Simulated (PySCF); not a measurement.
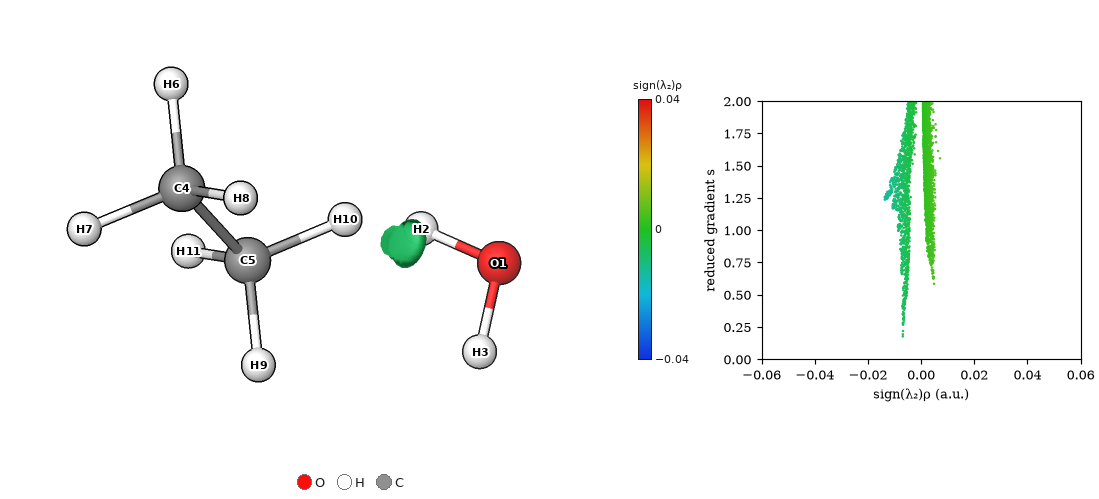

Figure. C2H8O, SMILES `O.CC`. Non-covalent interaction surfaces between the fragments (reduced density gradient s = 0.4, coloured by sign(λ₂)ρ in a.u.; trimmed to the region between the fragments where ρ is under 0.06 a.u.). Fragment A: H2O (atoms 1–3); fragment B: H6C2. The plot gives s against sign(λ₂)ρ for grid points between the fragments.

Method: PBE0/def2-SVPD; geometry: GFN2-xTB; program: PySCF.

Input

```python
import numpy as np
from pyscf import gto, scf, dft
from pyscf.scf import atom_ks, atom_hf
from scipy.linalg import block_diag
from pyscf.dispersion import dftd3

def solve(mol, dm0=None, hcore=None):
    mf = (dft.UKS if mol.spin else dft.RKS)(mol, xc='pbe0')
    mf.grids.level = 3
    mf = mf.density_fit(auxbasis='def2-universal-jkfit')
    mf.conv_tol, mf.max_cycle = 1e-8, 80
    if hcore is not None:
        mf.get_hcore = lambda *args: hcore
    mf.kernel(dm0)
    if not mf.converged:
        mf = mf.newton().run(mf.mo_coeff, mf.mo_occ, max_cycle=30)
    assert mf.converged, 'SCF not converged'
    return mf

mol = gto.M(atom='''
O     -2.67950    -0.18268     0.07684
H     -2.41076    -0.23023    -0.84279
H     -2.47477     0.70251     0.38478
C      2.15981    -0.24199     0.04803
C      0.76371     0.35210    -0.06550
H      2.21630    -1.18981    -0.48240
H      2.90027     0.43236    -0.37683
H      2.41623    -0.41852     1.09001
H      0.70882     1.29908     0.46805
H      0.02691    -0.32635     0.35848
H      0.51188     0.53175    -1.10923
''', basis='def2-svpd', charge=0, spin=0, verbose=4)
mol_a = gto.M(atom='''
O     -2.67950    -0.18268     0.07684
H     -2.41076    -0.23023    -0.84279
H     -2.47477     0.70251     0.38478
ghost-C      2.15981    -0.24199     0.04803
ghost-C      0.76371     0.35210    -0.06550
ghost-H      2.21630    -1.18981    -0.48240
ghost-H      2.90027     0.43236    -0.37683
ghost-H      2.41623    -0.41852     1.09001
ghost-H      0.70882     1.29908     0.46805
ghost-H      0.02691    -0.32635     0.35848
ghost-H      0.51188     0.53175    -1.10923
''', basis='def2-svpd', charge=0, spin=0, verbose=4)
mol_b = gto.M(atom='''
ghost-O     -2.67950    -0.18268     0.07684
ghost-H     -2.41076    -0.23023    -0.84279
ghost-H     -2.47477     0.70251     0.38478
C      2.15981    -0.24199     0.04803
C      0.76371     0.35210    -0.06550
H      2.21630    -1.18981    -0.48240
H      2.90027     0.43236    -0.37683
H      2.41623    -0.41852     1.09001
H      0.70882     1.29908     0.46805
H      0.02691    -0.32635     0.35848
H      0.51188     0.53175    -1.10923
''', basis='def2-svpd', charge=0, spin=0, verbose=4)
ab, a, b = solve(mol), solve(mol_a), solve(mol_b)
e_int = ab.e_tot - a.e_tot - b.e_tot
print('counterpoise-corrected interaction energy / kcal/mol', e_int * 627.5095)
def disp(atoms, charge):
    m = gto.M(atom=atoms, charge=charge, basis='sto-3g', spin=None, unit='Bohr', verbose=0)
    return dftd3.DFTD3Dispersion(m, xc='pbe0', version='d3bj').get_dispersion()['energy']
e_disp = disp(mol._atom, mol.charge) - disp(mol._atom[:3], mol_a.charge) - disp(mol._atom[3:], mol_b.charge)
print('D3(BJ) part / kcal/mol', e_disp * 627.5095)
# spherically averaged free atoms, for the promolecule
atm = atom_ks.get_atm_nrks(mol, xc='pbe0')
pro = block_diag(*[(atm[a[0]][2] * atm[a[0]][3]) @ atm[a[0]][2].T for a in mol._atom])
np.savez('result.npz', e_int=e_int, e_disp=e_disp, dm_a=a.make_rdm1(), dm_b=b.make_rdm1(), c=ab.mo_coeff, occ=ab.mo_occ, eps=ab.mo_energy, pro=pro, d=[f.dip_moment(verbose=0) for f in (ab, a, b)])
```

Command:

```sh
OMP_NUM_THREADS=1 python input.py
```

The run took 26 s on 1 thread of Arm Neoverse V1, on a shared host, peak memory 0.54 GiB.

Partitions, critical points and surface values were worked out afterwards from this run's density.

**Which interactions hold the two fragments together?**

Bond critical points between the fragments: O1···H10, weak C–H hydrogen bond, 2.73 Å, ρ = 0.007 a.u. It is weak and appears green, as weak hydrogen bonds do. The pose is a local one from a semi-empirical search, not shown to be the most stable.

**How strongly are they bound?**

The counterpoise-corrected interaction energy of the frozen fragments is −0.1 kcal/mol without dispersion correction and −0.6 kcal/mol with D3(BJ). The pair geometry is semi-empirical, not a minimum at this level.
